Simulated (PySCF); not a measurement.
```xyz
2

B     0.0000    0.0000   -1.8844
Sb    0.0000    0.0000    0.1716
```

Theory: PBE0/x2c-SVPall, spin-free X2C-1e, Gaussian nucleus, at a bond length of 2.056 Å (PySCF).

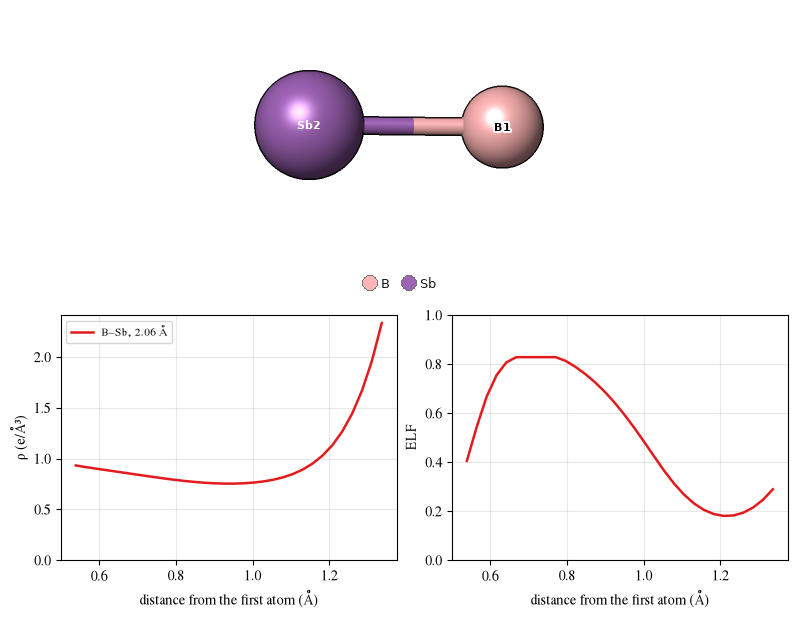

BSb (triplet). Total electron density and ELF along straight lines between neighbouring atoms. The curves leave out the atomic cores. The structure is drawn too.

What can be read from the curves?

B–Sb (2.06 Å): the density is about 0.77 e/Å³ at the midpoint; the ELF peaks at about 0.85 in the valence shell of B, 0.7 Å from its nucleus, and drops to about 0.20 between the two atoms.
